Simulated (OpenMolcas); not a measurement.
**How methods differ on SiHCl2OF (SMILES O[Si](F)(Cl)Cl)**

The species is SiHCl2OF (6 atoms), meant as a singlet with charge 0. SMILES: `O[Si](F)(Cl)Cl`. The coordinates come from a PBE0-D4/def2-TZVP relaxation. This is one conformer, not always the lowest.

```xyz
6

O    -0.5077    0.4537    1.1225
Si    0.2195    0.0134   -0.2474
F     1.5832   -0.7267    0.0444
Cl   -0.9213   -1.2729   -1.3196
Cl    0.6180    1.6839   -1.2945
H    -0.9496   -0.2155    1.6485
```

Quantity: the vertical energy of the triplet above the singlet, in eV. The values are calculated.

| level | kind | program | value (eV) | less CCSD(T)/def2-SVP | CPU time (all runs) |
| --- | --- | --- | --- | --- | --- |
| HF/def2-SVP | Hartree–Fock | OpenMolcas | 8.32 | -0.67 | 22 s |
| BLYP/def2-SVP | GGA | OpenMolcas | 7.44 | -1.55 | 67 s |
| PBE/def2-SVP | GGA | OpenMolcas | 7.53 | -1.46 | 61 s |
| revPBE/def2-SVP | GGA | OpenMolcas | 7.58 | -1.41 | 56 s |
| M06-L/def2-SVP | meta-GGA | OpenMolcas | 8.37 | -0.62 | 79 s |
| r2SCAN/def2-SVP | meta-GGA | OpenMolcas | 8.10 | -0.89 | 68 s |
| M06-2X/def2-SVP | hybrid meta-GGA | OpenMolcas | 8.90 | -0.09 | 86 s |
| CCSD(T)/def2-SVP, open shells restricted | coupled cluster or CI | OpenMolcas | 8.99 | 0.00 | 2.4 min |

Differences are taken from CCSD(T)/def2-SVP, open shells restricted for orientation; it has basis-set and higher-order errors of its own. The values span 7.44 to 8.99 eV. A triplet this far above the singlet is often a Rydberg-like or dissociative state; sets without diffuse functions put Rydberg states too high. Times are those of the runs behind each value, whatever else they computed, on shared processors of several kinds: orders of magnitude only.

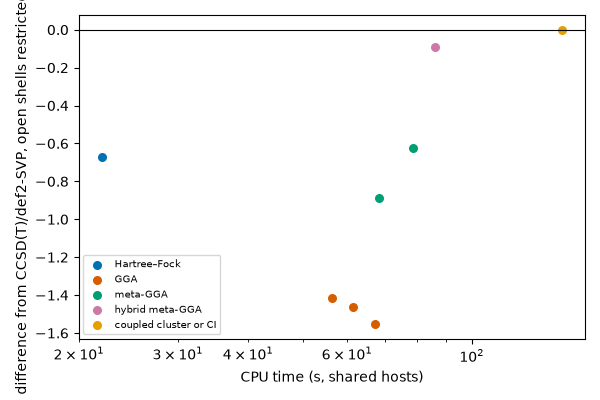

Difference from CCSD(T)/def2-SVP, open shells restricted against processor time, one point a level.
